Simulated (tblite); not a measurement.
# H38Si33: the cost of one run

Computed with tblite 0.8.0 and PySCF 2.14.0 and routines of our own; the level stands in each step. Atoms count from 0.

## 1. The starting structure

71 atoms, charge 0, multiplicity 1; geometry from: force field, distance geometry or constructed start.

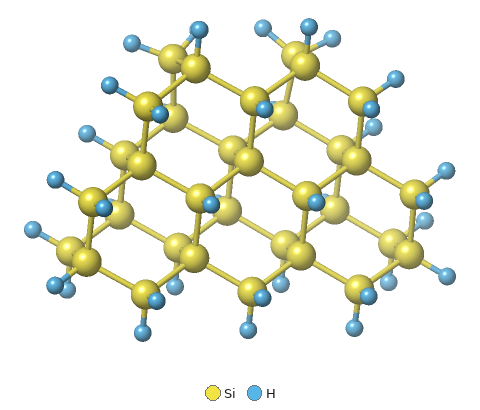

The starting geometry (silicon yellow, hydrogen blue).

## 2. Optimising the geometry with GFN2-xTB

Job settings and geometry (Å):

```
{"job": {"kind": "relax", "xc": "GFN2-xTB", "basis": "xTB"}, "charge": 0, "multiplicity": 1}
Si     5.532500    -2.677900     1.266900
Si     5.570500    -2.435000    -1.018300
Si     5.616700    -0.207700    -1.530300
Si     3.770300     0.846200    -0.683700
Si     3.826200     3.053300    -1.241300
Si     2.003100     4.140900    -0.336900
Si     2.202800     3.870900     1.932300
Si     1.915100     1.657400     2.479500
Si     3.763700     0.587500     1.598500
Si     3.679500    -1.634300     2.148800
Si     1.785700    -2.562500     1.249200
Si    -0.066200    -1.505500     2.113100
Si    -1.940900    -2.474700     1.205200
Si    -3.808900    -1.461100     2.041800
Si    -5.680000    -2.412500     1.115100
Si    -5.652300    -2.178100    -1.158800
Si    -5.570500     0.054300    -1.683600
Si    -3.709300     1.010900    -0.781000
Si    -3.647400     3.228600    -1.344600
Si    -1.800600     4.230200    -0.383900
Si    -2.076400     3.971600     1.878400
Si    -1.901400     1.744100     2.425500
Si    -3.768800     0.767900     1.502200
Si    -0.008800     0.745500     1.599000
Si     0.032100     0.966100    -0.685200
Si     0.083900     3.205700    -1.161300
Si     1.878000    -0.088100    -1.548200
Si     1.820000    -2.315300    -1.025400
Si     3.664300    -3.357600    -1.882400
Si    -0.047900    -3.266900    -1.918300
Si    -1.893100    -2.229500    -1.078700
Si    -3.763700    -3.185400    -1.981900
Si    -1.837400    -0.004600    -1.600300
H      5.483700    -4.119800     1.619000
H      6.751900    -2.070600     1.850600
H      6.773600    -3.113400    -1.579200
H      6.823700     0.423500    -0.960800
H      5.612400    -0.032300    -3.006300
H      3.787000     3.168300    -2.721700
H      5.072500     3.658700    -0.721800
H      2.042300     5.582800    -0.682300
H      3.557600     4.297200     2.375900
H      1.204000     4.693600     2.635700
H      1.890400     1.461800     3.944800
H      4.989500     1.203100     2.147200
H      3.640400    -1.769900     3.621000
H      1.731500    -4.005900     1.567600
H     -0.087200    -1.633900     3.588200
H     -1.952700    -3.920700     1.518000
H     -3.816100    -1.598600     3.524200
H     -6.888300    -1.765100     1.670200
H     -5.701200    -3.859000     1.461700
H     -6.864200    -2.801400    -1.763100
H     -6.772300     0.735400    -1.145900
H     -5.522000     0.221100    -3.154800
H     -3.560100     3.344600    -2.821700
H     -4.875100     3.879400    -0.861600
H     -1.760500     5.680500    -0.739100
H     -3.413100     4.462800     2.280600
H     -1.054200     4.746600     2.607400
H     -1.929600     1.551300     3.895800
H     -4.985500     1.431400     2.006200
H      0.114300     3.310900    -2.640100
H      1.873900     0.075500    -3.013000
H      3.662200    -3.194300    -3.352100
H      3.593100    -4.796300    -1.534700
H     -0.022500    -3.094500    -3.393100
H     -0.084600    -4.705400    -1.561700
H     -3.710800    -3.033100    -3.459900
H     -3.774600    -4.631500    -1.631100
H     -1.786500     0.152400    -3.060900
```

Command:

```
$ OMP_NUM_THREADS=8 python large_run.py task.json out
```

This one command runs all jobs of the session in turn.

**Question.** How long does this first job take on 8 threads of Arm Neoverse N1, shared host, and how much memory does it need?

About 30 s, with a peak of 0.19 GiB.
